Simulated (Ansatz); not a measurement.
# CF (SMILES [C]F): UCAM-B3LYP/STO-3G

Aim: the vertical doublet–quartet gap of CF at UCAM-B3LYP/STO-3G, from 2 runs. 

The calculation is run with Ansatz 0.2.0.

## Step 1: The molecule

CF: 2 atoms, total charge 0, spin state doublet. As SMILES, `[C]F`. Geometry: relaxed at GFN2-xTB.

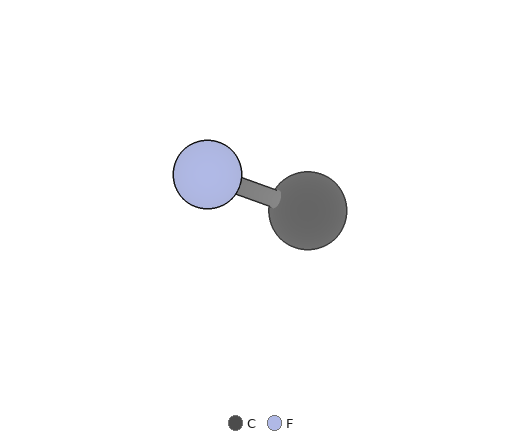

Viewed from a chosen angle; carbon dark grey, fluorine light blue.

## Step 2: The energy at UCAM-B3LYP/STO-3G

The input, molecule.yaml:

```yaml
crystal:
  periodic: [false, false, false]
  atoms:
    - {symbol: C, position_ang: [0.000000, 0.000000, 0.000000]}
    - {symbol: F, position_ang: [0.000000, 0.000000, 1.274400]}
basis:
  gaussian: {orbitals: STO-3G}
magnetization: {spin_polarized: true, initial_magnetization: 1}
hamiltonian: {xc: {name: CAM-B3LYP}}
accuracy: high
```

Run with:

```bash
$ ansatz run molecule.yaml --threads 1 --pin off --max-ram 2610MiB --events-out events.jsonl --progress --plain --runs-dir runs
```

What it wrote:

```text
Warning: RAYON_NUM_THREADS=1 ignored (pool sized by the plan → 1); use --threads N
Functional definition: CAM-B3LYP
  name "CAM-B3LYP"
  parameter alpha = 0.19
  parameter beta = 0.46
  parameter omega = 0.33/bohr
  parameter ac = 0.81
  exchange = (1 - alpha - beta)*b88_x + beta*b88_x_sr(omega) + alpha*exact_x + beta*exact_x_lr(omega)
  correlation = (1 - ac)*vwn5_c + ac*lyp_c
149 factors; integrals over basis functions are off by at most 3.9e-8 eV
90 factors; integrals over basis functions are off by at most 7.6e-10 eV
mean field evaluation 1: about -3695.0392 eV, gradient 6.9e0 eV
mean field evaluation 2: about -3695.1714 eV, gradient 5.2e0 eV
mean field evaluation 4: about -3695.3416 eV, gradient 2.3e-1 eV
mean field evaluation 8: about -3695.3354 eV, gradient 3.5e-3 eV
mean field evaluation 16: about -3695.3354 eV, gradient 1.0e-8 eV
mean field -3695.33540888 eV, -135.8010714879 hartree, gradient 1.6e-8 eV, S^2 0.751234; 0 other end points of the search recorded, 0 dependent functions left out
reference -3695.33541550 eV, -135.8010717314 hartree; 8, 7 occupied and 2, 3 virtual orbitals, 149 factors
Total energy: -3695.33541550 eV, -135.8010717314 hartree
```

Wall time 1.1 s (1 thread of Arm Neoverse N1, shared host).

## Step 3: The quartet

The input, input.yaml:

```yaml
crystal:
  periodic: [false, false, false]
  atoms:
    - {symbol: C, position_ang: [0.000000, 0.000000, 0.000000]}
    - {symbol: F, position_ang: [0.000000, 0.000000, 1.274400]}
basis:
  gaussian:
    orbitals: STO-3G
magnetization:
  spin_polarized: true
  initial_magnetization: 3
hamiltonian:
  xc: {name: CAM-B3LYP}
total_charge: 0
accuracy: high
```

Run with:

```bash
$ ansatz run input.yaml --threads 1 --pin off --max-ram 2610MiB --events-out events.jsonl --progress --plain --runs-dir runs
```

What it wrote:

```text
Warning: RAYON_NUM_THREADS=1 ignored (pool sized by the plan → 1); use --threads N
Functional definition: CAM-B3LYP
  name "CAM-B3LYP"
  parameter alpha = 0.19
  parameter beta = 0.46
  parameter omega = 0.33/bohr
  parameter ac = 0.81
  exchange = (1 - alpha - beta)*b88_x + beta*b88_x_sr(omega) + alpha*exact_x + beta*exact_x_lr(omega)
  correlation = (1 - ac)*vwn5_c + ac*lyp_c
149 factors; integrals over basis functions are off by at most 3.9e-8 eV
90 factors; integrals over basis functions are off by at most 7.6e-10 eV
mean field evaluation 1: about -3688.9874 eV, gradient 1.8e1 eV
mean field evaluation 2: about -3690.3870 eV, gradient 1.3e1 eV
mean field evaluation 4: about -3691.5707 eV, gradient 4.1e-1 eV
mean field evaluation 8: about -3691.5764 eV, gradient 6.6e-4 eV
mean field evaluation 16: about -3691.5764 eV, gradient 7.7e-8 eV
mean field -3691.57637414 eV, -135.6629295092 hartree, gradient 7.7e-8 eV, S^2 3.750066; 0 other end points of the search recorded, 0 dependent functions left out
reference -3691.57638089 eV, -135.6629297575 hartree; 9, 6 occupied and 1, 4 virtual orbitals, 149 factors
Total energy: -3691.57638089 eV, -135.6629297575 hartree
```

Run time: 1.1 s. Hardware: 1 thread of Arm Neoverse N1, shared host.

## Step 4: Summary of results

At UCAM-B3LYP/STO-3G:

```
                                        quantity          value
                           doublet: total energy  -135.80107 Eh
                                   doublet: ⟨S²⟩          0.751
                           quartet: total energy  -135.66293 Eh
                                   quartet: ⟨S²⟩          3.750
vertical energy of the quartet above the doublet       3.759 eV
```

**Reading.** At this shape the quartet lies 3.76 eV (363 kJ/mol) above the doublet. In a minimal basis such a difference can be off by several eV, whatever the method.
